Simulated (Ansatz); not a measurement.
## Electronic structure of CH3AlBClO in real space

Input

```
crystal:
  periodic: [false, false, false]
  atoms:
    - {symbol: Al, position_ang: [-0.250247, 1.525539, -0.234202]}
    - {symbol: C, position_ang: [0.284988, -0.266120, 0.342089]}
    - {symbol: Cl, position_ang: [1.108481, -0.357741, 1.917941]}
    - {symbol: B, position_ang: [-0.176394, -1.613472, -0.189556]}
    - {symbol: O, position_ang: [0.954279, -1.137531, -0.692451]}
    - {symbol: H, position_ang: [-0.336292, 2.688230, 0.830349]}
    - {symbol: H, position_ang: [-0.643301, 1.685573, -1.758800]}
    - {symbol: H, position_ang: [-0.849415, -2.581478, -0.271370]}
basis:
  gaussian: {orbitals: def2-TZVPP}
hamiltonian: {xc: pbe0, dispersion: d4}
output: {orbitals: {seedname: orbitals}}
```

Launched as:

```sh
ansatz run in.yaml --threads 2 --pin off --events-out ev --progress --plain --max-ram 4352MiB
```

Geometry: PBE0-D4/def2-TZVP.

Method: Ansatz, RKS PBE0-D4/def2-TZVPP.

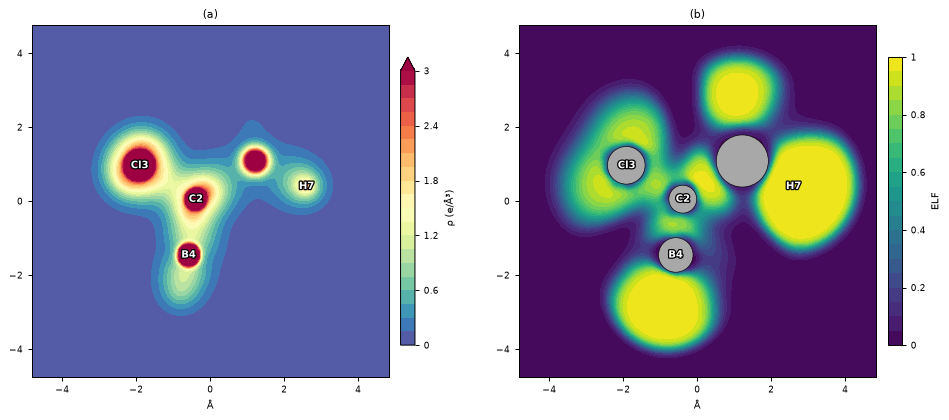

Figure 1. (a) total electron density; (b) ELF on the plane of atoms Cl3, C2 and B4. Grey discs cover the atomic cores in the ELF map.

Describe what can be read from this map.

Atoms in the plane: C, Cl, B and H.
C–B (1.52 Å): ρ is about 1.4 e/Å³ halfway; the ELF peaks at about 0.85 between the atoms, as expected for a covalent bond.
C–Cl (1.78 Å): ρ at the midpoint is about 1.3 e/Å³; the ELF peaks at about 0.85 between the atoms (localised, covalent bonding).
The ELF also peaks beside Cl3, away from the bonds: lone-pair regions.

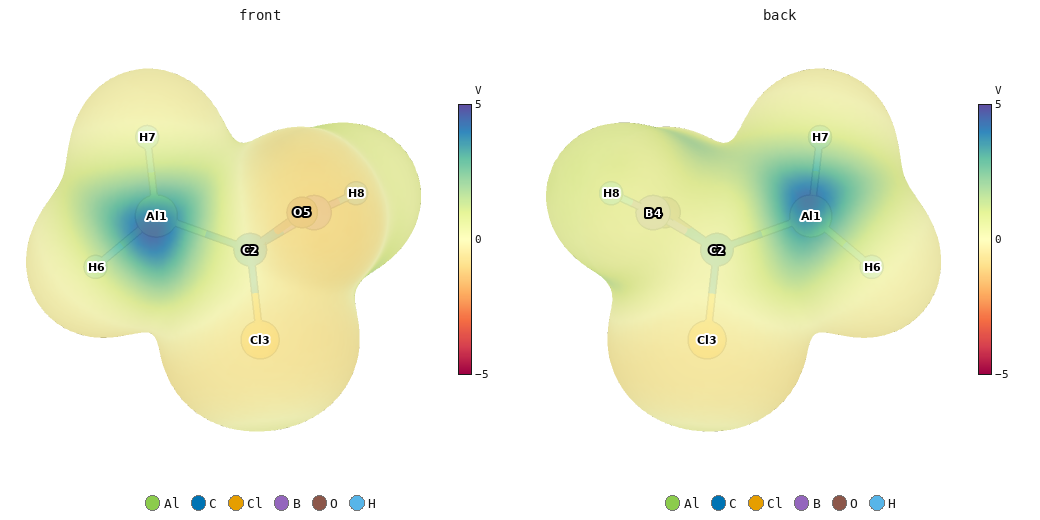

Figure 2. The molecular electrostatic potential painted on the density surface at 0.002 e/bohr³, seen from the front and from behind; the colour scale runs from red (negative) to blue (positive).

Which sites attract a positive test charge, and which a negative one?

A positive charge is drawn to the negative regions and a negative charge to the positive ones. The most negative region (about −1.0 V, or −23 kcal/mol for a unit charge) lies over O5, the most positive (about +4.2 V, or +97 kcal/mol for a unit charge) over Al1. Cl3 shows a σ-hole: about +0.3 V at the tip opposite its bond, against about −0.4 V, or −9 kcal/mol for a unit charge on its flanks.

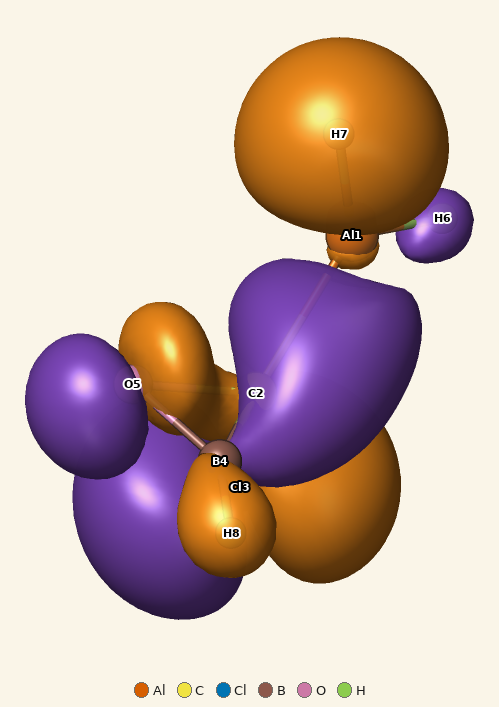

Figure 3. The HOMO−1 at ±0.08 Å⁻³ᐟ² (orange and purple are the two phases), seen at an oblique angle.

Describe this orbital and give its energy.

It lies mainly on Cl3 (about 45 %), C2 (about 15 %), H7 (about 10 %), Al1 (about 10 %) and O5 (about 10 %). Its energy is −8.52 eV.
